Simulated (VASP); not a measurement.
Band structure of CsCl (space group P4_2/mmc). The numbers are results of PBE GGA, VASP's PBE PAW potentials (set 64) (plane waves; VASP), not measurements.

Unless said otherwise, spin-orbit coupling is left out, though it shifts the bands of the heavy elements here.

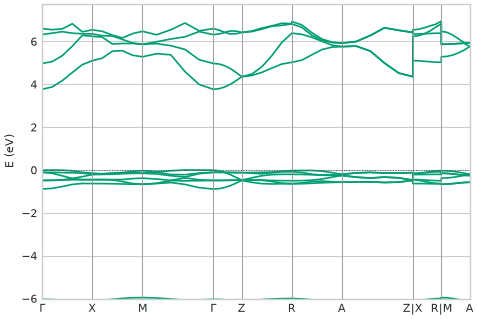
Figure. Bands along high-symmetry lines, zero at the valence-band maximum or, without a gap, the Fermi level

Task: Read the plot: is there a gap, and where are the band edges?

Result: The gap is indirect, 3.77 eV, from the valence maximum at (0.20, 0.20, 0.00) to the conduction minimum at Γ.

The structure was generated: CsCl was put into an ordered model structure, which need not be its known phase. The cell was not relaxed at this level.
